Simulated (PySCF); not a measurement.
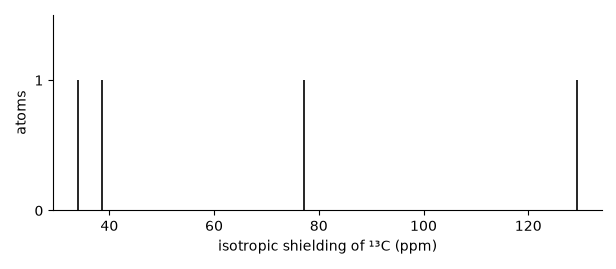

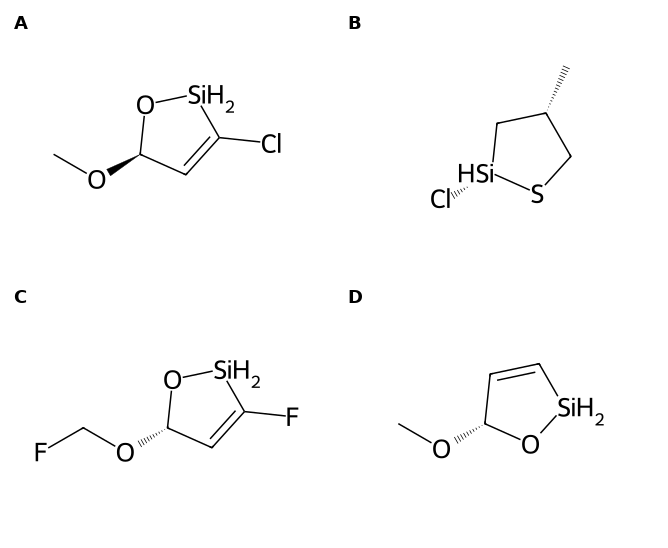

The sticks are computed shieldings of one of the molecules, for one fixed geometry (GFN2-xTB) without averaging over rotations. Low shielding means a high chemical shift. Method: GIAO PBE0/pcSseg-1 NMR shielding, non-relativistic, gas phase (PySCF 2.14.0).

Question: Which molecule gives this pattern?

Answer: A, `CO[C@@H]1C=C(Cl)[SiH2]O1`. Its 4 C atoms give lines at 34.0, 38.5, 77.1, 129.2 ppm.

The geometry is semi-empirical. Around Si such bond lengths and angles can be off by a tenth of an ångström or more and by several degrees, and values that hang on the shape move with them.
